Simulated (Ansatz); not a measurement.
**BNH (quartet): one geometry, many settings**

What do other methods and options give for BNH (quartet) at this geometry, and how long do they take?

The runs use Ansatz 0.2.0, Gaussian basis; the settings change from run to run.

18 further runs of the same task are left out: 9 that didn't finish, 9 set aside as unsound or not needed.

## Step 1: What is computed

The geometry is a PBE0/def2-TZVP stationary point (not a proven minimum).

3 atoms, charge 0, spin multiplicity 4.

Atoms are counted from 1 here; the program's logs count them from 0.

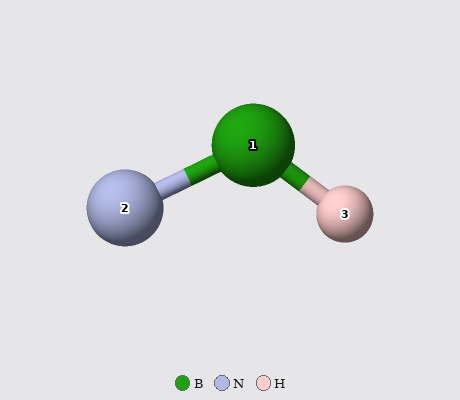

The structure; boron green, nitrogen light blue, hydrogen pink; atoms are numbered from 1 in the order of the file.

## Step 2: NEVPT2(7,8)/STO-3G

Input file in.yaml:

```yaml
crystal:
  periodic: [false, false, false]
  atoms:
    - {symbol: B, position_ang: [0.000000, -0.185227, 0.772970]}
    - {symbol: N, position_ang: [0.000000, 0.087426, -0.705019]}
    - {symbol: H, position_ang: [0.000000, 0.771807, 1.506451]}
basis:
  gaussian: {orbitals: STO-3G}
magnetization: {spin_polarized: false, initial_magnetization: 3}
correlation: {method: sc_nevpt2, electrons: outside_noble_gas, active_space: {window: {electrons: 7, orbitals: 8}}}
```

Run with:

```console
> ansatz run in.yaml --threads 1 --pin off --events-out ev --progress --plain --max-ram 2393MiB
```

The log of the run:

```text
Functional definition: HF
  name "HF"
  cite "Fock, Z. Phys. 61, 126 (1930) doi:10.1007/BF01340294"
  parent pbe
  exchange = exact_x
  correlation = 0
142 factors; integrals over basis functions are off by at most 2.6e-5 eV
mean field evaluation 1: about -2136.3197 eV, gradient 9.0e0 eV
mean field evaluation 2: about -2136.3506 eV, gradient 8.9e0 eV
mean field evaluation 4: about -2137.4543 eV, gradient 5.2e-1 eV
mean field evaluation 8: about -2137.4635 eV, gradient 6.2e-2 eV
mean field -2137.46367160 eV, -78.5503411064 hartree, gradient 1.8e-6 eV, S^2 3.750000; 0 other end points of the search recorded, 0 dependent functions left out
reference -2137.46367160 eV, -78.5503411064 hartree; 8, 5 occupied and 3, 6 virtual orbitals, 142 factors
state -2138.80393060 eV, -78.5995947161 hartree
state -2138.80393060 eV, -78.5995947161 hartree; corrected -2138.90834726 eV, -78.6034319577 hartree
Total energy: -2138.90834726 eV, -78.6034319577 hartree
```

Run time: 2 s. Hardware: 1 thread of Arm Neoverse V1, shared host.

From the report: 792 determinants; active occupations 1.97, 1.97, 1.00, 0.99, 0.99, 0.03, 0.02, 0.02.

## Step 3: MRCISD+Q(7,5)/STO-3G

in.yaml, as its differences from that of step 2:

```diff
@@ -9,2 +9,2 @@
 magnetization: {spin_polarized: false, initial_magnetization: 3}
-correlation: {method: sc_nevpt2, electrons: outside_noble_gas, active_space: {window: {electrons: 7, orbitals: 8}}}
+correlation: {method: fic_mrcisd_q, electrons: valence, active_space: {window: {electrons: 7, orbitals: 5}}}
```

Launched as before.

The log of the run, shortened:

```text
Functional definition: HF
  name "HF"
  cite "Fock, Z. Phys. 61, 126 (1930) doi:10.1007/BF01340294"
  parent pbe
[...]
142 factors; integrals over basis functions are off by at most 2.6e-5 eV
[...]
mean field -2137.46367160 eV, -78.5503411064 hartree, gradient 1.8e-6 eV, S^2 3.750000; 0 other end points of the search recorded, 0 dependent functions left out
reference -2137.46367160 eV, -78.5503411064 hartree; 8, 5 occupied and 3, 6 virtual orbitals, 142 factors
state -2137.46724466 eV, -78.5504724141 hartree
contracted CI cycle   1: correlation 0.00000000 eV, 0.0000000000 hartree, residual 7.71e0 eV
contracted CI cycle   2: correlation -1.35223732 eV, -0.0496938047 hartree, residual 1.59e0 eV
contracted CI cycle   3: correlation -1.43628612 eV, -0.0527825413 hartree, residual 5.62e-1 eV
contracted CI cycle   4: correlation -1.44718653 eV, -0.0531831241 hartree, residual 2.19e-1 eV
contracted CI cycle   5: correlation -1.44864740 eV, -0.0532368101 hartree, residual 7.01e-2 eV
contracted CI cycle   6: correlation -1.44882140 eV, -0.0532432044 hartree, residual 2.56e-2 eV
contracted CI cycle   7: correlation -1.44884453 eV, -0.0532440545 hartree, residual 1.02e-2 eV
contracted CI cycle   8: correlation -1.44884813 eV, -0.0532441867 hartree, residual 4.21e-3 eV
contracted CI cycle   9: correlation -1.44884863 eV, -0.0532442052 hartree, residual 1.20e-3 eV
state -2137.46724466 eV, -78.5504724141 hartree; corrected -2138.98046971 eV, -78.6060824090 hartree
Total energy: -2138.98046971 eV, -78.6060824090 hartree
```

It took 0.36 s on 1 thread of Arm Neoverse V1, shared host.

From the report: 6 determinants; active occupations 2.00, 2.00, 1.00, 1.00, 1.00.

## Step 4: CCSD/6-31G

Input file in.yaml:

```yaml
crystal:
  periodic: [false, false, false]
  atoms:
    - {symbol: B, position_ang: [0.000000, -0.185227, 0.772970]}
    - {symbol: N, position_ang: [0.000000, 0.087426, -0.705019]}
    - {symbol: H, position_ang: [0.000000, 0.771807, 1.506451]}
basis:
  gaussian: {orbitals: 6-31G}
magnetization: {spin_polarized: true, initial_magnetization: 3}
hamiltonian: {xc: {name: r2SCAN}}
correlation: {method: ccsd, electrons: outside_noble_gas}
scf: {lower_state_search: off}
```

Launched as before.

The log of the run, shortened:

```text
Functional definition: r2SCAN
  name "r2SCAN"
  cite "Furness, Kaplan, Ning, Perdew & Sun, J. Phys. Chem. Lett. 11, 8208 (2020) doi:10.1021/acs.jpclett.0c02405"
  cite "Furness, Kaplan, Ning, Perdew & Sun, J. Phys. Chem. Lett. 11, 9248 (2020) doi:10.1021/acs.jpclett.0c03077"
  parent r2scan
[...]
290 factors; integrals over basis functions are off by at most 2.7e-4 eV
[...]
mean field -2174.43003529 eV, -79.9088299154 hartree, gradient 3.9e-6 eV, S^2 3.753994; 0 other end points of the search recorded, 0 dependent functions left out
2 core orbitals not correlated: weight in the atoms' cores, before any rotation towards them, 1.000 or more for the frozen orbitals, at most 0.000 for the correlated occupied ones
reference -2164.21793600 eV, -79.5335421883 hartree; 6, 3 occupied and 12, 15 virtual orbitals, 290 factors
second order -2.52941985 eV of doubles, -0.15392092 eV of singles
cycle   1  -2.94013282 eV  change   -2.6e-1 eV  update   5.1e-2
[...]
cycle  13  -3.12337604 eV  change    1.0e-5 eV  update   8.1e-6
Total energy: -2167.34131204 eV, -79.6483241406 hartree
Checks for a lower state left out: stability, starts, cluster_reference, orbital_swaps, neighbouring_geometries, increment
```

Wall time 0.96 s (1 thread of Arm Neoverse V1, shared host).

From the report: ⟨S²⟩ of the determinant 3.754 (pure quartet: 3.75); correlation -3.1234 eV; T1 0.014; largest double amplitude 0.03. The orbitals are Kohn-Sham ones, so correlation energy and T1 don't compare with those on Hartree-Fock orbitals.

## Step 5: CISD/6-31++G**

Input file in.yaml:

```yaml
crystal:
  periodic: [false, false, false]
  atoms:
    - {symbol: B, position_ang: [0.000000, -0.185227, 0.772970]}
    - {symbol: N, position_ang: [0.000000, 0.087426, -0.705019]}
    - {symbol: H, position_ang: [0.000000, 0.771807, 1.506451]}
basis:
  gaussian: {orbitals: "6-31++G**"}
magnetization: {spin_polarized: false, initial_magnetization: 3}
correlation: {active_space: {ras: {orbitals: [3, 3, 36], electrons: 9, max_holes: 2, max_particles: 2}, fixed_orbitals: true}}
scf: {lower_state_search: off}
```

Launched as before.

The log of the run:

```text
Functional definition: HF
  name "HF"
  cite "Fock, Z. Phys. 61, 126 (1930) doi:10.1007/BF01340294"
  parent pbe
  exchange = exact_x
  correlation = 0
these checks for a lower state are left out or cut short: stability, starts, cluster_reference, orbital_swaps, neighbouring_geometries, increment
397 factors; integrals over basis functions are off by at most 1.3e-3 eV
mean field evaluation 1: about -2163.6173 eV, gradient 1.1e1 eV
mean field evaluation 2: about -2163.6189 eV, gradient 1.1e1 eV
mean field evaluation 4: about -2165.1808 eV, gradient 1.4e0 eV
mean field evaluation 8: about -2165.2401 eV, gradient 1.7e-1 eV
mean field -2165.24096455 eV, -79.5711377943 hartree, gradient 4.6e-6 eV, S^2 3.750000; 0 other end points of the search recorded, 0 dependent functions left out
reference -2165.24096455 eV, -79.5711377943 hartree; 8, 5 occupied and 36, 39 virtual orbitals, 397 factors
state -2170.17624398 eV, -79.7525059678 hartree
Total energy: -2170.17624398 eV, -79.7525059678 hartree
Checks for a lower state left out: stability, starts, cluster_reference, orbital_swaps, neighbouring_geometries, increment
```

It took 4 s on 1 thread of Arm Neoverse V1, shared host.

From the report: 82,154 determinants.

## Step 6: NEVPT4(SD)(9,8)/6-31G

Input file in.yaml:

```yaml
crystal:
  periodic: [false, false, false]
  atoms:
    - {symbol: B, position_ang: [0.000000, -0.185227, 0.772970]}
    - {symbol: N, position_ang: [0.000000, 0.087426, -0.705019]}
    - {symbol: H, position_ang: [0.000000, 0.771807, 1.506451]}
basis:
  gaussian: {orbitals: 6-31G}
magnetization: {spin_polarized: false, initial_magnetization: 3}
correlation: {method: fic_nevpt4_sd, electrons: all, active_space: {window: {electrons: 9, orbitals: 8}, states: [{multiplicity: 4, weights: [0.5, 0.5]}, {multiplicity: 6, weights: [1]}], root: 1}}
```

The command is unchanged.

The log of the run, shortened:

```text
Functional definition: HF
  name "HF"
  cite "Fock, Z. Phys. 61, 126 (1930) doi:10.1007/BF01340294"
  parent pbe
[...]
464 factors; integrals over basis functions are off by at most 6.4e-8 eV
[...]
mean field -2164.38378845 eV, -79.5396371534 hartree, gradient 2.5e-6 eV, S^2 3.750000; 2 other end points of the search recorded, 0 dependent functions left out
reference -2164.38378845 eV, -79.5396371534 hartree; 8, 5 occupied and 12, 15 virtual orbitals, 464 factors
state -2165.22990904 eV, -79.5707315118 hartree
state -2164.15922285 eV, -79.5313845199 hartree
state -2165.22990904 eV, -79.5707315118 hartree; corrected -2167.41285029 eV, -79.6509531229 hartree
state -2164.15922285 eV, -79.5313845199 hartree; corrected -2166.34832626 eV, -79.6118325864 hartree
state -2160.48463325 eV, -79.3963458430 hartree
state -2160.48463325 eV, -79.3963458430 hartree; corrected -2162.51399599 eV, -79.4709235479 hartree
Total energy: -2166.34832626 eV, -79.6118325864 hartree
```

It took 3.9 s on 1 thread of Arm Neoverse V1, shared host.

From the report: 792 determinants; active occupations (of the averaged states) 1.99, 1.99, 1.27, 1.19, 1.01, 0.97, 0.56, 0.03.

## Step 7: CASCI(5,4)/def2-SVP

Input file in.yaml:

```yaml
crystal:
  periodic: [false, false, false]
  atoms:
    - {symbol: B, position_ang: [0.000000, -0.185227, 0.772970]}
    - {symbol: N, position_ang: [0.000000, 0.087426, -0.705019]}
    - {symbol: H, position_ang: [0.000000, 0.771807, 1.506451]}
basis:
  gaussian: {orbitals: def2-SVP, fitting: {mean_field: def2-universal-jkfit}, point_charges: [{charge: -0.50, position_ang: [3.453, 0.039, 0.014]}]}
magnetization: {spin_polarized: false, initial_magnetization: 3}
hamiltonian: {pseudopotentials: {relativity: scalar}}
correlation: {active_space: {window: {electrons: 5, orbitals: 4}, fixed_orbitals: true}}
output: {forces: true}
```

Launched as before.

The log of the run, shortened:

```text
Functional definition: HF
  name "HF"
  cite "Fock, Z. Phys. 61, 126 (1930) doi:10.1007/BF01340294"
  parent pbe
[...]
170 factors; integrals over basis functions are off by at most 2.8e-1 eV
[...]
mean field -2164.35408009 eV, -79.5385453913 hartree, gradient 2.0e-6 eV, S^2 3.750000; 0 other end points of the search recorded, 0 dependent functions left out
reference -2164.35408009 eV, -79.5385453913 hartree; 8, 5 occupied and 25, 28 virtual orbitals, 170 factors
state -2164.35408009 eV, -79.5385453913 hartree
[...]
Total energy: -2164.35408009 eV, -79.5385453913 hartree
Relativity: scalar
Atom 0 at     0.000000    -0.185227     0.772970 Å, force     0.190213     0.308805    -0.258329 eV/Å
Atom 1 at     0.000000     0.087426    -0.705019 Å, force    -0.075016    -0.148250     0.122436 eV/Å
Atom 2 at     0.000000     0.771807     1.506451 Å, force    -0.004062    -0.146290     0.080219 eV/Å
Dipole moment:     0.086785    -0.032377     0.219076 e Å
```

Run time: 0.15 s. Hardware: 1 thread of Arm Neoverse V1, shared host.

From the report: 4 determinants; active occupations 2.00, 1.00, 1.00, 1.00. With so small a space the active step adds no correlation: the energy is the mean field's.

## Step 8: NEVPT2(3,4)/6-31G

Input file in.yaml:

```yaml
crystal:
  periodic: [false, false, false]
  atoms:
    - {symbol: B, position_ang: [0.000000, -0.185227, 0.772970]}
    - {symbol: N, position_ang: [0.000000, 0.087426, -0.705019]}
    - {symbol: H, position_ang: [0.000000, 0.771807, 1.506451]}
basis:
  gaussian: {orbitals: 6-31G}
magnetization: {spin_polarized: false, initial_magnetization: 3}
hamiltonian: {pseudopotentials: {relativity: scalar}}
correlation: {method: sc_nevpt2, electrons: outside_noble_gas, active_space: {window: {electrons: 3, orbitals: 4}}}
```

The command is unchanged.

The log of the run:

```text
Functional definition: HF
  name "HF"
  cite "Fock, Z. Phys. 61, 126 (1930) doi:10.1007/BF01340294"
  parent pbe
  exchange = exact_x
  correlation = 0
290 factors; integrals over basis functions are off by at most 2.7e-4 eV
mean field evaluation 1: about -2163.9253 eV, gradient 1.1e1 eV
mean field evaluation 2: about -2163.9256 eV, gradient 1.1e1 eV
mean field evaluation 4: about -2165.2731 eV, gradient 1.0e0 eV
mean field evaluation 8: about -2165.3102 eV, gradient 1.8e-1 eV
mean field evaluation 16: about -2165.1807 eV, gradient 1.7e0 eV
mean field -2165.31232467 eV, -79.5737602301 hartree, gradient 2.5e-6 eV, S^2 3.750000; 2 other end points of the search recorded, 0 dependent functions left out
reference -2165.31232467 eV, -79.5737602301 hartree; 8, 5 occupied and 12, 15 virtual orbitals, 290 factors
state -2165.31232467 eV, -79.5737602301 hartree
state -2165.31232467 eV, -79.5737602301 hartree; corrected -2167.69130762 eV, -79.6611862411 hartree
WARN: 1 active orbitals are nearly empty or full. The corrections depend on them more than the energy does, and are more stable in an active space without them
Total energy: -2167.69130762 eV, -79.6611862411 hartree
Relativity: scalar
```

Wall time 0.21 s (1 thread of Arm Neoverse V1, shared host).

From the report: 2 determinants; active occupations 1.00, 1.00, 1.00, 0.00. The report marks this result as in doubt.

## Step 9: CCSD on ROHF/def2-SVPD

Input file in.yaml:

```yaml
crystal:
  periodic: [false, false, false]
  atoms:
    - {symbol: B, position_ang: [0.000000, -0.185227, 0.772970]}
    - {symbol: N, position_ang: [0.000000, 0.087426, -0.705019]}
    - {symbol: H, position_ang: [0.000000, 0.771807, 1.506451]}
basis:
  gaussian: {orbitals: def2-SVPD}
magnetization: {spin_polarized: false, initial_magnetization: 3}
correlation: {method: ccsd, electrons: outside_noble_gas}
```

Same command.

The log of the run, shortened:

```text
Functional definition: HF
  name "HF"
  cite "Fock, Z. Phys. 61, 126 (1930) doi:10.1007/BF01340294"
  parent pbe
[...]
473 factors; integrals over basis functions are off by at most 1.1e-3 eV
[...]
mean field -2163.40238632 eV, -79.5035712904 hartree, gradient 2.0e-6 eV, S^2 3.750000; 5 other end points of the search recorded, 0 dependent functions left out
[...]
determinant -2163.40238632 eV, -79.5035712904 hartree, with singles and doubles -2168.66099801 eV, -79.6968217055 hartree
determinant -2161.68797470 eV, -79.4405678255 hartree, with singles and doubles -2167.25362236 eV, -79.6451016045 hartree
determinant -2160.98291750 eV, -79.4146574511 hartree, with singles and doubles -2166.47643083 eV, -79.6165403426 hartree
determinant -2160.96091699 eV, -79.4138489475 hartree, with singles and doubles -2166.62489879 eV, -79.6219964394 hartree
2 core orbitals not correlated: weight in the atoms' cores, before any rotation towards them, 1.000 or more for the frozen orbitals, at most 0.000 for the correlated occupied ones
reference -2163.40238632 eV, -79.5035712904 hartree; 6, 3 occupied and 40, 43 virtual orbitals, 473 factors
second order -4.34452746 eV of doubles, -0.11057508 eV of singles
cycle   1  -5.25773463 eV  change   -2.0e-1 eV  update   2.1e-2
[...]
cycle  12  -5.28344793 eV  change   -9.0e-7 eV  update   6.9e-6
Total energy: -2168.68583425 eV, -79.6977344205 hartree
```

Run time: 1.8 s. Hardware: 1 thread of Arm Neoverse V1, shared host.

From the report: correlation -5.2834 eV; T1 0.024; largest double amplitude 0.03.

## Step 10: MRCISD+Q(7,8)/6-31G

in.yaml, as its differences from that of step 9:

```diff
@@ -7,4 +7,4 @@
 basis:
-  gaussian: {orbitals: def2-SVPD}
+  gaussian: {orbitals: 6-31G}
 magnetization: {spin_polarized: false, initial_magnetization: 3}
-correlation: {method: ccsd, electrons: outside_noble_gas}
+correlation: {method: fic_mrcisd_q, electrons: all, active_space: {window: {electrons: 7, orbitals: 8}}}
```

The command is unchanged.

The log of the run, shortened:

```text
Functional definition: HF
  name "HF"
  cite "Fock, Z. Phys. 61, 126 (1930) doi:10.1007/BF01340294"
  parent pbe
[...]
290 factors; integrals over basis functions are off by at most 2.7e-4 eV
[...]
mean field -2164.38373346 eV, -79.5396351327 hartree, gradient 2.5e-6 eV, S^2 3.750000; 2 other end points of the search recorded, 0 dependent functions left out
reference -2164.38373346 eV, -79.5396351327 hartree; 8, 5 occupied and 12, 15 virtual orbitals, 290 factors
state -2165.74618129 eV, -79.5897041668 hartree
contracted CI cycle   1: correlation 0.00000000 eV, 0.0000000000 hartree, residual 1.14e1 eV
contracted CI cycle   2: correlation -1.60275193 eV, -0.0589000470 hartree, residual 2.35e0 eV
contracted CI cycle   3: correlation -1.68469251 eV, -0.0619113077 hartree, residual 6.15e-1 eV
contracted CI cycle   4: correlation -1.69079277 eV, -0.0621354883 hartree, residual 2.06e-1 eV
contracted CI cycle   5: correlation -1.69147632 eV, -0.0621606082 hartree, residual 7.31e-2 eV
contracted CI cycle   6: correlation -1.69155405 eV, -0.0621634648 hartree, residual 2.51e-2 eV
contracted CI cycle   7: correlation -1.69156251 eV, -0.0621637756 hartree, residual 9.15e-3 eV
contracted CI cycle   8: correlation -1.69156363 eV, -0.0621638166 hartree, residual 3.14e-3 eV
contracted CI cycle   9: correlation -1.69156377 eV, -0.0621638221 hartree, residual 1.11e-3 eV
state -2165.74618129 eV, -79.5897041668 hartree; corrected -2167.48863334 eV, -79.6537380988 hartree
Total energy: -2167.48863334 eV, -79.6537380988 hartree
```

Wall time 4 s (1 thread of Arm Neoverse V1, shared host).

From the report: 792 determinants; active occupations 1.98, 1.97, 1.00, 1.00, 0.99, 0.03, 0.02, 0.02.

## Step 11: All runs side by side

Where basis and cores are those of an earlier FCI/6-31G run (-2167.4535 eV), and the state is the same kind, the miss against it is given. † marks a result that the program doubts.

```
                                                      level         correlated  functions  energy (eV)  from FCI (meV)    time
                                         NEVPT2(7,8)/STO-3G  outside noble gas         11   -2138.9083                     2 s
                                       MRCISD+Q(7,5)/STO-3G            valence         11   -2138.9805                  0.36 s
                            CCSD/6-31G (on r2SCAN orbitals)  outside noble gas         20   -2167.3413           112.2  0.96 s
                                             CISD/6-31++G**  outside noble gas         44   -2170.1762                     4 s
       NEVPT4(SD)(9,8)/6-31G (excited root 1 of an average)                all         20   -2166.3483                   3.9 s
CASCI(5,4)/def2-SVP (beside a point charge, relativity set)                            33   -2164.3541                  0.15 s
                       NEVPT2(3,4)/6-31G (relativity set) †  outside noble gas         20   -2167.6913                  0.21 s
                                     CCSD on ROHF/def2-SVPD  outside noble gas         48   -2168.6858                   1.8 s
                                        MRCISD+Q(7,8)/6-31G                all         20   -2167.4886                     4 s
```

## Step 12: Results

| quantity | value |
| --- | --- |
| runs | 9 |
| quickest | CASCI(5,4)/def2-SVP (beside a point charge, relativity set), 0.15 s |
| slowest | CISD/6-31++G**, 4 s |

What this shows: Total energies in different bases, with other cores or another treatment of relativity can't be set against each other. CISD/6-31++G** took 27 times as long as CASCI(5,4)/def2-SVP (beside a point charge, relativity set); the jobs differ in more than the method. Cores frozen from Kohn-Sham orbitals shift the total energy.
